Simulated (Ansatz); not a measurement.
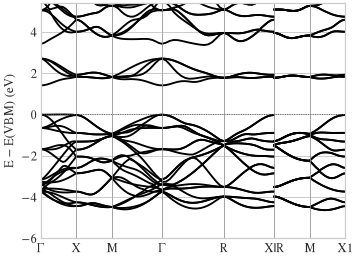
Band structure from plane-wave PAW r²SCAN (Ansatz code)

Q: Read off the gap and where the band edges lie.

A: About 1.4 eV (1.41 eV by a search for the band edges); maximum on the Γ–X line, 59 % of the way from Γ, minimum at Γ.

The material is MgTe2 in space group Pa-3 (No. 205; Mg on 4a, Te on 8c).

The first step of the workflow began from a Materials Project structure, measured or hypothetical; the Crystallography Open Database files this formula in space group No. 205, but the cells were not matched. Whether it is the stable phase at ambient conditions was not checked. The cell was relaxed with r²SCAN under the symmetry of its start; its stability against distortions is not shown here. Spin–orbit coupling is left out wherever it is not named.

Potentials: the earlier of the program's two PAW sets.
